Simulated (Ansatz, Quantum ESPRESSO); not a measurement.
# LiIn (Fd-3m): zone-centre phonons

Wanted: the vibrations of LiIn (Fd-3m) at Γ, by two programs.

Method: DFT LDA, scalar-relativistic, plane waves, JTH PAW pseudopotentials, in Quantum ESPRESSO 7.5.

The database entry behind the starting cell is an old determination (1933), so it need not match the best structure at ambient conditions.

## (1) Set-up

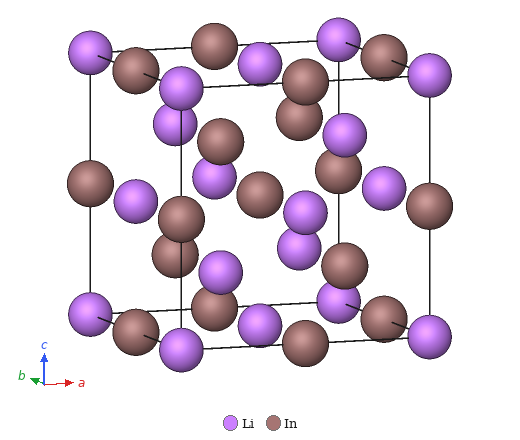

Start, viewed slightly off an axis; lithium purple, indium brown. This picture shows the conventional cell, with its axes. Some periodic images of atoms are drawn too.

## (2) A probe with smearing

Before anything dear is run, a loose run with smearing shows whether this is a metal and how far the cell is from rest.

Input file probe.in:

```
 &control
    calculation='scf',
    prefix='x',
    outdir='./tmp',
    pseudo_dir='./pseudo',
    tprnfor=.true.,
    tstress=.true.,
    verbosity='high',
 /
 &system
    ibrav=0,
    nat=4,
    ntyp=2,
    ecutwfc=50.0,
    ecutrho=250.0,
    occupations='smearing',
    smearing='gaussian',
    degauss=0.01,
 /
 &electrons
    conv_thr=1.0d-07,
    mixing_beta=0.7,
    electron_maxstep=100,
 /
ATOMIC_SPECIES
 Li      6.9400  Li.upf
 In    114.8180  In.upf
CELL_PARAMETERS angstrom
    -3.393000000    0.000000000    3.393000000
     0.000000000    3.393000000    3.393000000
    -3.393000000    3.393000000    0.000000000
ATOMIC_POSITIONS crystal
 Li     0.000000000   0.000000000   0.000000000
 Li     0.750000000   0.750000000   0.750000000
 In     0.500000000   0.500000000   0.500000000
 In     0.250000000   0.250000000   0.250000000
K_POINTS automatic
 6 6 6 0 0 0
```

Command:

```console
$ OMP_NUM_THREADS=1 mpirun -n 8 pw.x -nk 8 -in probe.in > probe.out
```

Log:

```text
[banners, grids, parts of the stress and lines that vanish by symmetry left out]
Program PWSCF v.7.5
     file Li.upf: wavefunction(s)  1S 2S 0S 2P 0P renormalized
     file In.upf: wavefunction(s)  0S 5P 0P 4D 0D renormalized
[...]
kinetic-energy cutoff     =      50.0000  Ry
     charge density cutoff     =     250.0000  Ry
     scf convergence threshold =      1.0E-07
[...]
Exchange-correlation= SLA PW NOGX NOGC
                           (   1   4   0   0   0   0   0)
[...]
48 Sym. Ops., with inversion, found (24 have fractional translation)
[...]
(     0          1          0      )
                  (     0          0          1      )
[...]
(  0.0000000  1.0000000  0.0000000 )
                  ( -0.0000000 -0.0000000  1.0000000 )
[...]
(     1          0         -1      )
[...]
( -1.0000000  0.0000000  0.0000000 )       (  0.3535534 )
                  (  0.0000000  1.0000000 -0.0000000 )       (  0.3535534 )
[...]
number of k points=    16  Gaussian smearing, width (Ry)=  0.0100
[...]
End of self-consistent calculation
[...]
the Fermi energy is     7.9350 ev
!    total energy              =    -830.41016133 Ry
[...]
convergence has been achieved in   6 iterations
[...]
atom    1 type  1   force =     0.00000000   -0.00000000    0.00000000
     atom    2 type  1   force =    -0.00000000   -0.00000000    0.00000000
     atom    3 type  2   force =    -0.00000000   -0.00000000    0.00000000
     atom    4 type  2   force =     0.00000000    0.00000000   -0.00000000
[...]
Total force =     0.000000     Total SCF correction =     0.000000
[...]
total   stress  (Ry/bohr**3)                   (kbar)     P=      -24.85
[...]
XML data file, charge density, pseudopotentials, collected wavefunctions

   JOB DONE.
```

It took 3.6 s on 8 MPI ranks of Arm Neoverse V2, shared host.

Numbers from this step:

```yaml
volume_per_atom: 19.53 Å³
pressure: -2.485 GPa
gap_on_the_k_mesh: 0 eV
```

No gap opens on this mesh, so smearing is kept; the start stands at -2.5 GPa.

## (3) Relaxation

Frequencies change by per cents with a per cent of volume, so the structure is first brought to rest at this level of theory.

Input file relax.in:

```
 &control
    calculation='vc-relax',
    prefix='x',
    outdir='./tmp',
    pseudo_dir='./pseudo',
    tprnfor=.true.,
    tstress=.true.,
    forc_conv_thr=2.0d-05,
    etot_conv_thr=1.0d-07,
    nstep=40,
 /
 &system
    ibrav=0,
    nat=4,
    ntyp=2,
    ecutwfc=50.0,
    ecutrho=250.0,
    occupations='smearing',
    smearing='mv',
    degauss=0.02,
 /
 &electrons
    conv_thr=1.0d-11,
    mixing_beta=0.7,
    electron_maxstep=100,
 /
 &ions
 /
 &cell
    press_conv_thr=0.1,
 /
ATOMIC_SPECIES
 Li      6.9400  Li.upf
 In    114.8180  In.upf
CELL_PARAMETERS angstrom
    -3.393000000    0.000000000    3.393000000
     0.000000000    3.393000000    3.393000000
    -3.393000000    3.393000000    0.000000000
ATOMIC_POSITIONS crystal
 Li     0.000000000   0.000000000   0.000000000
 Li     0.750000000   0.750000000   0.750000000
 In     0.500000000   0.500000000   0.500000000
 In     0.250000000   0.250000000   0.250000000
K_POINTS automatic
 8 8 8 0 0 0
```

Command:

```console
$ OMP_NUM_THREADS=1 mpirun -n 8 pw.x -nk 8 -in relax.in > relax.out
```

Log:

```text
[banners, grids, parts of the stress and lines that vanish by symmetry left out]
[banner, memory and clock lines left out]
Program PWSCF v.7.5

[...]
kinetic-energy cutoff     =      50.0000  Ry
     charge density cutoff     =     250.0000  Ry
     scf convergence threshold =      1.0E-11
[...]
energy convergence thresh.=      1.0E-07
     force convergence thresh. =      2.0E-05
     press convergence thresh. =      1.0E-01
     Exchange-correlation= SLA PW NOGX NOGC
                           (   1   4   0   0   0   0   0)
[...]
48 Sym. Ops., with inversion, found (24 have fractional translation)
[...]
number of k points=    29  Marzari-Vanderbilt smearing, width (Ry)=  0.0200
[...]
c_bands:  1 eigenvalues not converged
[...]
End of self-consistent calculation
[...]
the Fermi energy is     7.9662 ev
!    total energy              =    -830.41426257 Ry
[...]
convergence has been achieved in   9 iterations
[...]
atom    1 type  1   force =     0.00000000   -0.00000000    0.00000000
     atom    2 type  1   force =     0.00000000    0.00000000    0.00000000
     atom    3 type  2   force =     0.00000000    0.00000000    0.00000000
     atom    4 type  2   force =    -0.00000000   -0.00000000   -0.00000000
     Total force =     0.000000     Total SCF correction =     0.000000
[...]
total   stress  (Ry/bohr**3)                   (kbar)     P=      -23.46
[...]
number of bfgs steps    =   0
[...]
CELL_PARAMETERS (angstrom)
[...]
ATOMIC_POSITIONS (crystal)
Li              -0.0000000000        0.0000000000       -0.0000000000
Li               0.7500000000        0.7500000000        0.7500000000
In               0.5000000000        0.5000000000        0.5000000000
In               0.2500000000        0.2500000000        0.2500000000
[...]
New effective cutoffs (rho, wfc):  251.67   50.40
[...]
End of self-consistent calculation
[...]
the Fermi energy is     8.1149 ev
!    total energy              =    -830.41518384 Ry
[...]
convergence has been achieved in  13 iterations
[...]
atom    1 type  1   force =    -0.00000000   -0.00000000    0.00000000
     atom    2 type  1   force =    -0.00000000   -0.00000000   -0.00000000
     atom    3 type  2   force =     0.00000000    0.00000000    0.00000000
     atom    4 type  2   force =     0.00000000    0.00000000    0.00000000
     Total force =     0.000000     Total SCF correction =     0.000000
[...]
total   stress  (Ry/bohr**3)                   (kbar)     P=      -19.64
[...]
number of bfgs steps    =   1
[...]
WARNING: bfgs curvature condition failed, Theta= 0.963
[...]
CELL_PARAMETERS (angstrom)
[...]
ATOMIC_POSITIONS (crystal)
[...]
New effective cutoffs (rho, wfc):  254.72   51.01
[...]
End of self-consistent calculation
[...]
the Fermi energy is     8.3425 ev
!    total energy              =    -830.41623505 Ry
[...]
convergence has been achieved in  16 iterations
[...]
atom    1 type  1   force =    -0.00000000   -0.00000000   -0.00000000
     atom    2 type  1   force =    -0.00000000   -0.00000000    0.00000000
     atom    3 type  2   force =     0.00000000    0.00000000   -0.00000000
     atom    4 type  2   force =    -0.00000000   -0.00000000    0.00000000
[...]
total   stress  (Ry/bohr**3)                   (kbar)     P=       -2.73
[...]
number of bfgs steps    =   3
[...]
CELL_PARAMETERS (angstrom)
[...]
ATOMIC_POSITIONS (crystal)
[...]
New effective cutoffs (rho, wfc):  260.60   52.18
[...]
End of self-consistent calculation
[...]
the Fermi energy is     8.7829 ev
!    total energy              =    -830.41703435 Ry
[...]
convergence has been achieved in  16 iterations
[...]
Total force =     0.000000     Total SCF correction =     0.000000
[...]
total   stress  (Ry/bohr**3)                   (kbar)     P=        0.21
[...]
number of bfgs steps    =   4
[...]
CELL_PARAMETERS (angstrom)
[...]
ATOMIC_POSITIONS (crystal)
[...]
New effective cutoffs (rho, wfc):  260.51   52.16
[...]
End of self-consistent calculation
[...]
the Fermi energy is     8.7766 ev
!    total energy              =    -830.41703451 Ry
[...]
convergence has been achieved in  12 iterations
[...]
Total force =     0.000000     Total SCF correction =     0.000000
[...]
total   stress  (Ry/bohr**3)                   (kbar)     P=       -0.00
[...]
number of bfgs steps    =   5
[...]
small trust_radius: resetting bfgs history
[...]
CELL_PARAMETERS (angstrom)
[...]
ATOMIC_POSITIONS (crystal)
[...]
New effective cutoffs (rho, wfc):  260.51   52.17
[...]
End of self-consistent calculation
[...]
the Fermi energy is     8.7766 ev
!    total energy              =    -830.41703451 Ry
[...]
convergence has been achieved in   7 iterations
[...]
atom    1 type  1   force =     0.00000000    0.00000000   -0.00000000
     atom    2 type  1   force =     0.00000000    0.00000000    0.00000000
     atom    3 type  2   force =    -0.00000000   -0.00000000    0.00000000
     atom    4 type  2   force =    -0.00000000    0.00000000   -0.00000000
     Total force =     0.000000     Total SCF correction =     0.000000
[...]
total   stress  (Ry/bohr**3)                   (kbar)     P=       -0.00
[...]
bfgs converged in   7 scf cycles and   6 bfgs steps
[...]
End of BFGS Geometry Optimization
     Final enthalpy           =    -830.4170345127 Ry
     File ./tmp/x.bfgs deleted, as requested
[...]
CELL_PARAMETERS (angstrom)
[...]
ATOMIC_POSITIONS (crystal)
[...]
In               0.5000000000        0.5000000000        0.5000000000
In               0.2500000000        0.2500000000        0.2500000000
[...]
Final scf calculation at the relaxed structure.
[...]
kinetic-energy cutoff     =      50.0000  Ry
     charge density cutoff     =     250.0000  Ry
     scf convergence threshold =      1.0E-13
[...]
press convergence thresh. =      1.0E-01
     Exchange-correlation= SLA PW NOGX NOGC
                           (   1   4   0   0   0   0   0)
[...]
48 Sym. Ops., with inversion, found (24 have fractional translation)
[...]
number of k points=    29  Marzari-Vanderbilt smearing, width (Ry)=  0.0200
[...]
End of self-consistent calculation
[...]
the Fermi energy is     8.7767 ev
!    total energy              =    -830.41601536 Ry
[...]
convergence has been achieved in  11 iterations
[...]
atom    1 type  1   force =     0.00000000   -0.00000000    0.00000000
     atom    2 type  1   force =     0.00000000    0.00000000   -0.00000000
     atom    3 type  2   force =    -0.00000000    0.00000000   -0.00000000
     atom    4 type  2   force =     0.00000000    0.00000000   -0.00000000
     Total force =     0.000000     Total SCF correction =     0.000000
[...]
total   stress  (Ry/bohr**3)                   (kbar)     P=        1.62
[...]
XML data file, charge density, pseudopotentials, collected wavefunctions
```

Wall time 53 s (8 MPI ranks); 7 min of CPU time.

Step by step:

```csv
step,energy less that of the first step (eV),largest force (eV/Å),pressure (GPa),volume (Å³)
1,0.0000,0.0000,-2.35,78.12
2,-0.0125,0.0000,-1.96,77.19
3,-0.0268,0.0000,-1.34,75.81
4,-0.0373,0.0000,-0.27,73.77
5,-0.0377,0.0000,0.02,73.26
6,-0.0377,0.0000,0.00,73.30
7,-0.0377,0.0000,0.00,73.30
8,-0.0238,0.0000,0.16,73.30
```

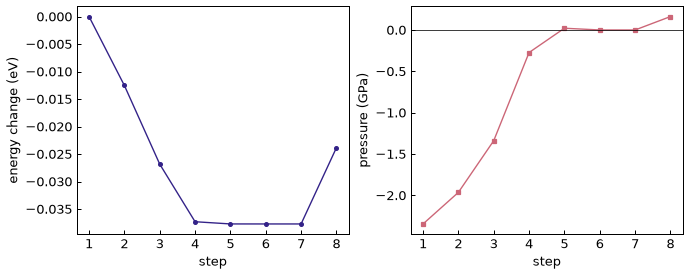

Energy and pressure along the relaxation.

```csv
"conventional cell, symmetrised",before,after,change
a (Å),6.786,6.643,-2.1 %
b (Å),6.786,6.643,-2.1 %
c (Å),6.786,6.643,-2.1 %
volume (Å³/atom),19.53,18.32,-6.2 %
```

Final coordinates:

```cif
data_structure
_symmetry_space_group_name_H-M 'P 1'
_symmetry_Int_Tables_number 1
_cell_length_a 4.6975
_cell_length_b 4.6975
_cell_length_c 4.6975
_cell_angle_alpha 60.000
_cell_angle_beta 60.000
_cell_angle_gamma 60.000
_cell_volume 73.30
loop_
_atom_site_label
_atom_site_type_symbol
_atom_site_fract_x
_atom_site_fract_y
_atom_site_fract_z
_atom_site_occupancy
Li1 Li 0.00000 0.00000 0.00000 1
Li2 Li 0.75000 0.75000 0.75000 1
In3 In 0.50000 0.50000 0.50000 1
In4 In 0.25000 0.25000 0.25000 1
```

The last row of the table of steps is pw.x's closing run on a basis chosen anew for the final cell, so its energy can jump.

Numbers from this step:

```yaml
volume_per_atom: 18.32 Å³
pressure: 0.162 GPa
```

The volume changes by -6.2 % from the cell with which this run began.

## (4) Self-consistent run for the response

The response is built on this ground state, so it is converged far tighter than an energy would need. Smearing stays on, as the first look found no gap above 0.3 eV.

Input file scf.in:

```
 &control
    calculation='scf',
    prefix='x',
    outdir='./tmp',
    pseudo_dir='./pseudo',
    tprnfor=.true.,
    tstress=.true.,
 /
 &system
    ibrav=0,
    nat=4,
    ntyp=2,
    ecutwfc=50.0,
    ecutrho=250.0,
    occupations='smearing',
    smearing='mv',
    degauss=0.02,
 /
 &electrons
    conv_thr=1.0d-12,
    mixing_beta=0.7,
    electron_maxstep=100,
 /
ATOMIC_SPECIES
 Li      6.9400  Li.upf
 In    114.8180  In.upf
CELL_PARAMETERS angstrom
    -3.321650212    0.000000000    3.321650212
     0.000000000    3.321650212    3.321650212
    -3.321650212    3.321650212    0.000000000
ATOMIC_POSITIONS crystal
 Li     0.000000000   0.000000000   0.000000000
 Li     0.750000000   0.750000000   0.750000000
 In     0.500000000   0.500000000   0.500000000
 In     0.250000000   0.250000000   0.250000000
K_POINTS automatic
 8 8 8 0 0 0
```

Command:

```console
$ OMP_NUM_THREADS=1 mpirun -n 8 pw.x -nk 8 -in scf.in > scf.out
```

Log:

```text
[banners, grids, parts of the stress and lines that vanish by symmetry left out]
[banner, memory and clock lines left out]
Program PWSCF v.7.5

[...]
kinetic-energy cutoff     =      50.0000  Ry
     charge density cutoff     =     250.0000  Ry
     scf convergence threshold =      1.0E-12
[...]
Exchange-correlation= SLA PW NOGX NOGC
                           (   1   4   0   0   0   0   0)
[...]
48 Sym. Ops., with inversion, found (24 have fractional translation)
[...]
number of k points=    29  Marzari-Vanderbilt smearing, width (Ry)=  0.0200
[...]
c_bands:  1 eigenvalues not converged
[...]
End of self-consistent calculation
[...]
the Fermi energy is     8.7767 ev
!    total energy              =    -830.41601536 Ry
[...]
convergence has been achieved in  10 iterations
[...]
atom    1 type  1   force =    -0.00000000    0.00000000   -0.00000000
     atom    2 type  1   force =     0.00000000   -0.00000000    0.00000000
     atom    3 type  2   force =    -0.00000000    0.00000000   -0.00000000
     atom    4 type  2   force =     0.00000000   -0.00000000    0.00000000
     Total force =     0.000000     Total SCF correction =     0.000000
[...]
total   stress  (Ry/bohr**3)                   (kbar)     P=        1.62
[...]
XML data file, charge density, pseudopotentials, collected wavefunctions
```

Wall time 5.8 s (8 MPI ranks).

The cell stands at 0.16 GPa, close enough for phonons.

(Continued in part 2 of 3.)

[Host names and launcher messages were left out of these logs when they were recorded.]

[Logs are printed without paths, hosts, clocks, repeated set-up lines and the standing remarks that a program may print on its own settings, such as how far it seeks lower states.]

[Hosts, paths, dates, database ids (printed as entryN), source tags and the programs' standing remarks are cut or masked in the printed files.]
